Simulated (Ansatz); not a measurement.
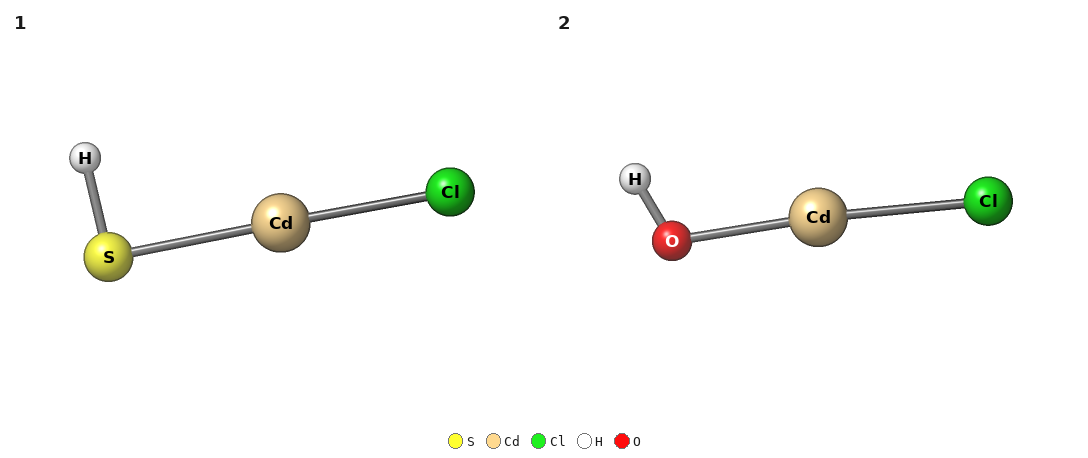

2 molecules with one skeleton, seen from the same side and at one scale. Charge 0, singlet. Computed geometries: PBE0-D4/def2-TZVP optimisations, one conformation each. Properties computed with Ansatz 0.2.0. Elements past Kr carry core potentials.

One atom differs, called X below: S in panel 1, O in panel 2. Their formulas are CdClHS (`[SH][Cd][Cl]`), CdClHO (`[OH][Cd][Cl]`).

In which is the dipole moment larger (PBE-D4/def2-TZVPP)?

Answer. In panel 2 (X = O).

In which is the length of X–Cd larger (PBE0-D4/def2-TZVP)?

Answer. In panel 1 (X = S).

Give the values. With PBE0-D4/def2-TZVP: length of X–Cd (Å), length of X–H (Å), angle Cd–X–H (°). With PBE0-D4/def2-SVP: HOMO energy (Kohn–Sham orbital) (eV), HOMO–LUMO gap (eV). With PBE-D4/def2-TZVPP: dipole moment (D).

```csv
quantity,1 (S),2 (O),2 − 1
length of X–Cd (Å),2.324,1.960,−0.364
length of X–H (Å),1.345,0.960,−0.385
angle Cd–X–H (°),93.2,112.7,+19.5
HOMO energy (Kohn–Sham orbital) (eV),−7.42,−8.00,−0.58
HOMO–LUMO gap (eV),5.80,6.40,+0.60
dipole moment (D),1.43,1.73,+0.30
```
